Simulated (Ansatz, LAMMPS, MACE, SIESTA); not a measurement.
# Amorphous Zn22Hg13S35 (70 atoms) in other programs, against a plane-wave reference

How near do other programs and methods come to a plane-wave reference for amorphous Zn22Hg13S35 (70 atoms)? A plane-wave run serves as the reference.

Calculated with Ansatz 0.2.0; Kohn-Sham DFT, PBE, PAW, plane waves.

### Step 1. Starting point

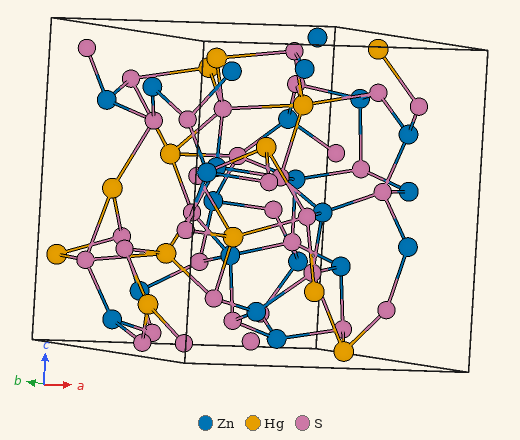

Start, viewed slightly off an axis; zinc blue, mercury orange, sulfur pink. Bonds to atoms that aren't drawn are left out.

The cell holds 70 atoms: 22 Zn, 13 Hg and 35 S. Cell: a = 11.581 Å, b = 11.581 Å, c = 11.581 Å, α = 90.0°, β = 90.0°, γ = 90.0°. 70 atoms (22 Zn, 13 Hg, 35 S) placed at random at 5.53 g/cm³, melted at 2500 K for 10 ps at fixed volume with the Stillinger-Weber II-VI potential (Zhou et al., Phys. Rev. B 88, 085309 (2013)). Quenched from 2500 K to 500 K at 100 K/ps and fixed volume, held 5 ps.

### Step 2. Plane-wave reference

The PAW files are the set soft_2.

File input.yaml:

```yaml
crystal:
  lattice:
    - [11.5811, 0.0, 0.0]
    - [0.0, 11.5811, 0.0]
    - [0.0, 0.0, 11.5811]
  atoms:
    - { symbol: Zn, position: [0.7127, 0.66821, 0.54209] }
    - { symbol: Zn, position: [0.8064, 0.51322, 0.28563] }
    - { symbol: Zn, position: [0.45778, 0.18141, 0.91387] }
    - { symbol: Zn, position: [0.78884, 0.88114, 0.71613] }
    [... 60 atom lines left out ...]
    - { symbol: S, position: [0.01504, 0.46251, 0.32186] }
    - { symbol: S, position: [0.24324, 0.90662, 0.33427] }
    - { symbol: S, position: [0.84952, 0.41698, 0.83356] }
    - { symbol: S, position: [0.02461, 0.73035, 0.26805] }
    - { symbol: S, position: [0.60002, 0.84427, 0.59858] }
    - { symbol: S, position: [0.79931, 0.18689, 0.17393] }
kpoints:
  mp_grid: { grid: [1, 1, 1] }
hamiltonian:
  xc: pbe
scf:
  occupations: { method: fermi_dirac, width: 0.05 }
output:
  forces: true
  eigenvalues: true
```

Run with:

```bash
$ ansatz run input.yaml --threads 16 --pin off --max-ram 31232MiB --backend cpu --events-out ev --progress --plain --runs-dir out
```

The log of the run:

```text
[...]
Pseudopotentials: kind: paw
Pseudopotential: Zn, paw, valence charge 12, recommended cutoff 420 eV (normal), Zn.paw.azcp
Pseudopotential: Hg, paw, valence charge 20, recommended cutoff 420 eV (normal), Hg.paw.azcp
Pseudopotential: S, paw, valence charge 6, recommended cutoff 420 eV (normal), S.paw.azcp
[... 5 lines on functional and potentials left out ...]
Crystal: 70 atoms, lattice volume = 1553.279 Å³
Basis set: ecut = 420 eV, 30551 PW (Γ), exchange–correlation on 160×160×160 points (8 copies of the dense FFT grid, shifted against one another)
Bands: 441, of which v1, the nominal top of the filled ones, is band 367 counted from 1 (366 counted from 0)
Symmetry: 1 space group operations
Space group: P1 (ITA 1), of the structure as read, at distance tolerance 1.2e-4 Å
k-points: 1
[... 7 lines on functional and potentials left out ...]
Initial density: superposition of atomic densities (neutral atoms: chi_scale 0, normalization atom), corrected by the library's trained network
Initial wavefunctions: pseudopotential atomic-orbital guess
[...]
SCF iter   1: F=—  HF=-284177.388754 eV  |F-HF|=—  |Δ(HF+E_count)|=         —  Δρ=4.43e-3  dr2=1.21e0  ethr=1.77e-3  ⟨swp⟩=6.0  Hψ=1590  notcnv=0  defer=14
preconditioner: auto → LDOS  [metal: Δε(μ)=0.072 eV  Ē_g=9.540 eV  σ=0.050 eV  W_gap=0.34  n_scr=364 (ndim 8)  ℏωp=23.6 eV  f_vac=0.046  D(μ)=22.19/eV (n_scr^D=92)  β→1.0]
[...]
SCF iter  12: F=—  HF=-284177.244009 eV  |F-HF|=—  |Δ(HF+E_count)|=   6.27e-8  Δρ=2.30e-6  dr2=1.75e-7  ethr=1.23e-10  ⟨swp⟩=2.0  Hψ=662  notcnv=0  defer=60
SCF iter  13: F=-284177.244009 eV  HF=-284177.244009 eV  |F-HF|=3.88e-8  |Δ(HF+E_count)|=   1.38e-8  Δρ=1.24e-6  dr2=4.47e-8  ethr=1.36e-11  ⟨swp⟩=10.0  Hψ=2061  notcnv=0
SCF 1 converged in 13 iterations: F = -284177.244009 eV  dr2 = 4.47e-8
[...]
SCF converged after 13 iterations
Free energy (F): -284177.244009 eV
Harris-Foulkes:  -284177.244009 eV  (|F-HF|=3.88e-8)
Internal energy: -284177.033645 eV  (E = F + TS)
E sigma→0 (E₀):  -284177.138827 eV
Entropy (-TS):   -0.210364 eV (-3.005 meV/atom)
Fermi energy:    6.862409 eV
--- Per-component energies (eV) ---
[...]
Σ components = -284177.244009   (vs F -284177.244009, Δ=0.00e0)
--- Forces (eV/Å), atoms counted from 1 ---
  atom   1  Zn    -0.05356451     0.05974796     0.17112400
  atom   2  Zn     0.32505758     0.39657361    -0.91222931
  atom   3  Zn    -0.70951176     0.26705122     0.45434125
  atom   4  Zn    -0.76498772     0.16042197    -0.13607216
[...]
atom  70  S      0.08534881     0.44422573    -0.12302617
  max |Σ_I F_I| component: 1.85e-5 eV/Å
--- Band table (eV) ---
  k-point 0: bands = ["-107.7309", "-107.6097", "-107.5592", "-107.5382", [... 425 levels ...], "12.4313", "12.4838", "12.5148", "12.5751", "12.6360", "12.6528", "12.6882", "12.7814", "12.8256", "12.8932", "12.9321", "12.9868"]
```

Run time: 13 s. Hardware: 16 threads of Arm Neoverse N1, shared host; peak memory 2.4 GiB; 3.2 min of CPU time.

In the SCF lines HF is the Harris–Foulkes energy and dr2 the Hartree energy of the density residual, in eV; the loop may stop once dr2 is under the threshold and the program's other checks hold. Hψ counts applications of the Hamiltonian.

Numbers from this run:

```yaml
free_energy: -284177.2440 eV
free_energy_per_atom: -4059.6749 eV/atom
scf_cycles: 13
r_m_s_force_component: 0.4684 eV/Å
longest_force: 1.667 eV/Å
fermi_energy: 6.862 eV
levels_partly_filled_by_over_2_per_cent: 5
```

Length of the force by element:

| element | coordination | atoms | mean length of the force (eV/Å) | spread | least | most |
| --- | --- | --- | --- | --- | --- | --- |
| Hg | all | 13 | 0.566 | 0.3 | 0.12 | 1.05 |
| S | all | 35 | 0.890 | 0.371 | 0.223 | 1.67 |
| Zn | all | 22 | 0.555 | 0.256 | 0.189 | 1.05 |

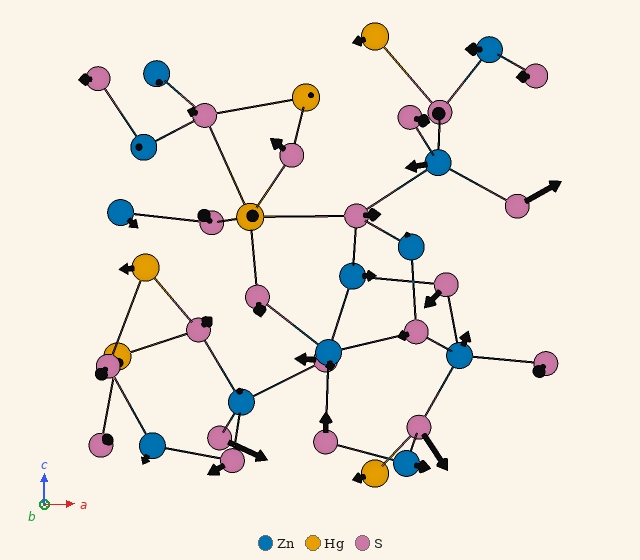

Forces as arrows; the longest in the cell is 1.67 eV/Å. Drawn is a slice 6 Å thick, seen along the normal of the ac plane.

The levels nearest the highest filled one (over half full), pooled over k-points and spins:

| level less the highest filled one (eV) | occupation |
| --- | --- |
| -0.316 | 2.00 |
| -0.293 | 2.00 |
| -0.215 | 1.99 |
| -0.153 | 1.96 |
| -0.0505 | 1.71 |
| 0 | 1.36 |
| 0.0483 | 0.898 |
| 0.207 | 0.066 |
| 0.260 | 0.023 |
| 0.446 | 0.001 |
| 0.503 | 0 |
| 0.840 | 0 |

### Step 3. Local order

Density 5.53 g/cm³, 22.19 Å³ an atom.

g(r), total and by pair (bins of 0.2 Å):

| r (Å) | total | S-S | S-Zn | S-Hg | Zn-Zn | Zn-Hg | Hg-Hg |
| --- | --- | --- | --- | --- | --- | --- | --- |
| 2.20 | 0.15 | 0.00 | 0.47 | 0.00 | 0.00 | 0.00 | 0.00 |
| 2.40 | 2.59 | 0.00 | 8.12 | 0.23 | 0.00 | 0.00 | 0.00 |
| 2.60 | 1.50 | 0.00 | 2.70 | 3.53 | 0.00 | 0.00 | 0.00 |
| 2.80 | 0.78 | 0.00 | 0.32 | 3.33 | 0.31 | 0.29 | 0.00 |
| 3.00 | 0.53 | 0.56 | 0.00 | 2.09 | 0.00 | 0.00 | 0.00 |
| 3.20 | 0.69 | 1.38 | 0.07 | 0.80 | 0.00 | 0.86 | 2.04 |
| 3.40 | 1.00 | 1.14 | 0.20 | 0.93 | 1.80 | 1.87 | 2.50 |
| 3.60 | 1.30 | 1.77 | 0.61 | 0.53 | 2.96 | 1.51 | 2.86 |
| 3.80 | 1.40 | 2.66 | 0.77 | 0.28 | 2.63 | 1.33 | 0.50 |
| 4.00 | 1.54 | 1.88 | 1.25 | 0.77 | 2.36 | 1.91 | 2.29 |
| 4.20 | 1.07 | 1.31 | 0.72 | 0.70 | 1.44 | 1.98 | 0.40 |
| 4.40 | 1.06 | 1.31 | 0.91 | 0.92 | 1.46 | 1.00 | 0.37 |
| 4.60 | 0.96 | 0.96 | 1.10 | 1.09 | 0.37 | 0.93 | 0.68 |
| 4.80 | 0.84 | 0.44 | 1.14 | 1.29 | 0.22 | 0.76 | 0.65 |
| 5.00 | 0.65 | 0.44 | 1.09 | 0.43 | 0.41 | 0.43 | 0.59 |
| 5.20 | 0.79 | 0.56 | 0.68 | 0.75 | 0.66 | 1.77 | 0.80 |
| 5.40 | 0.77 | 0.31 | 1.16 | 0.89 | 0.53 | 0.52 | 1.51 |
| 5.60 | 0.96 | 0.83 | 1.38 | 1.04 | 0.57 | 0.49 | 0.48 |

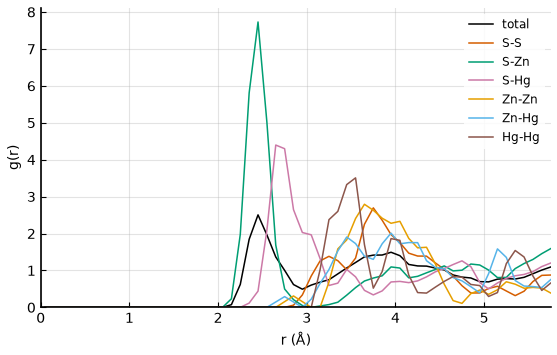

Pair distribution functions, lightly smoothed.

### Step 4. The ladder

The programs:
- MACE: machine-learned potential, published weights.
- SIESTA 5.4.2: numerical atomic orbitals, whose automatically made sets are far from complete, with PseudoDojo norm-conserving potentials that we converted to its format (checked against plane waves on the same files for H, C, O, Si, Ge and Ca alone); labels give functional, basis size, energy shift and mesh cutoff.

All use the same cell and atoms; the electronic-structure runs use the same k-mesh, and an electronic temperature of 580 K (0.05 eV) where levels are smeared.

Differences are against the plane-wave reference, forces as r.m.s. over components; share is that over the reference's r.m.s. force, slope the least-squares factor from reference forces to these. Total energies of different programs have different zeros and aren't compared.

| run | Δ force, r.m.s. (meV/Å) | share (%) | slope | cores | CPU time | memory (GiB) |
| --- | --- | --- | --- | --- | --- | --- |
| reference | - | - | - | 16 | 3.2 min | 2.4 |
| MACE MP-0b2 small potential | 186 | 39.8 | 0.908 | 4 | 13 s | 0.67 |
| SIESTA PBE, DZP, shift 0.01 Ry, mesh 350 Ry | 125 | 26.6 | 1.016 | 4 | 6.7 min | 1.7 |
| SIESTA PBE, SZ, shift 0.02 Ry, mesh 350 Ry (coarse) | 1447 | 309 | 1.731 | 4 | 3.9 min | 1.1 |

Rows marked coarse were listed beforehand as settings not expected to be converged; some can still land near the reference.

Times of the machine-learned potentials are mostly Python's start and the loading of weights.

CPU time is summed over cores on a shared host, where runs went side by side, so it is rough. Symmetry, cutoffs, thresholds, outputs and thread counts weren't matched or tuned between programs; memory under MPI is the largest rank's times the ranks.

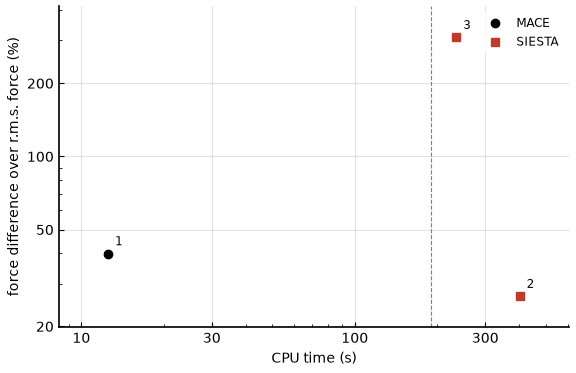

Force difference against CPU time; the dashed line marks the reference's time. Points: 1 MACE MP-0b2 small potential; 2 SIESTA PBE, DZP, shift 0.01 Ry, mesh 350 Ry; 3 SIESTA PBE, SZ, shift 0.02 Ry, mesh 350 Ry.

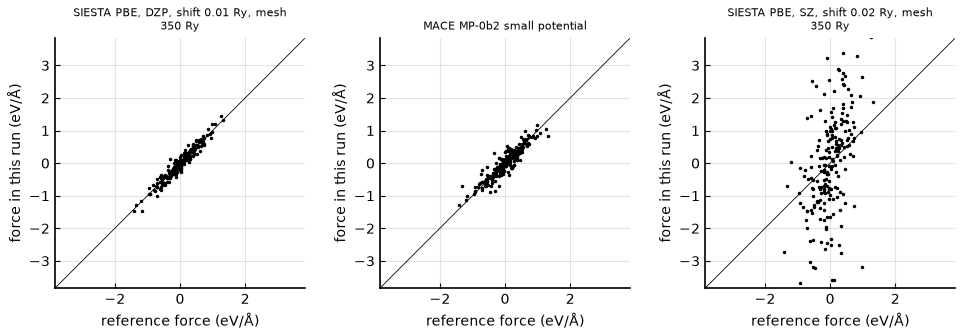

Force components against those of the reference; the line marks equality. Points beyond the frame are left out.

### Step 5. What came out

```
reference r.m.s. force component                       : 0.468 eV/Å
nearest in forces                                      : SIESTA PBE, DZP, shift 0.01 Ry, mesh 350 Ry, 27 %
farthest in forces                                     : SIESTA PBE, SZ, shift 0.02 Ry, mesh 350 Ry (coarse), 309 %
cheapest electronic-structure run beside the reference : SIESTA PBE, SZ, shift 0.02 Ry, mesh 350 Ry, 3.9 min of CPU time
```

In words: The PBE run in local orbitals, coarse settings apart, differs by 27 % (SIESTA PBE, DZP, shift 0.01 Ry, mesh 350 Ry); basis, grid and potentials can all enter. Machine-learned potentials differ by 40 % (MACE MP-0b2 small potential); they were trained on other programs' data. Runs with settings chosen to be coarse differ by 309 % (SIESTA PBE, SZ, shift 0.02 Ry, mesh 350 Ry), their programs' other errors included. None of the electronic-structure runs in the table takes under half the reference's CPU time of 3.2 min; they take 1.2 to 2.1 times as much. In the reference: counting bands leaves a spacing of only 0.048 eV (at Γ alone), which the smearing bridges: 5 levels are partly filled by over 2 %, so a gap, if any, is small at this level. The potentials hold different valence shells: 734 electrons in the reference, 910 in SIESTA; this bears on time and differences. Machine-learned potentials mimic data converged in k, so the reference's own k-point error enters their differences. The quench rate of 100 K/ps is many orders above laboratory rates, so the cell is likely richer in defects and strain than a real sample. The network of bonds at the start is that of the classical potential that made the cell, and needn't be the one that DFT or experiment would give. The electronic-structure runs sample only Γ, in a cell whose shortest periodic width is 12 Å, which is coarse for a cell with partly filled levels. Spin–orbit coupling is left out, which matters for the levels of the heavy elements.

[Also dropped from logs without a mark: logging warnings of Python, and SIESTA's first energy breakdown and zero terms.]

[Logs are printed without paths, hosts, clocks, repeated set-up lines and the standing remarks that a program may print on its own settings, such as how far it seeks lower states.]

[Hosts, paths, dates, database ids (printed as entryN), source tags and the programs' standing remarks are cut or masked in the printed files.]
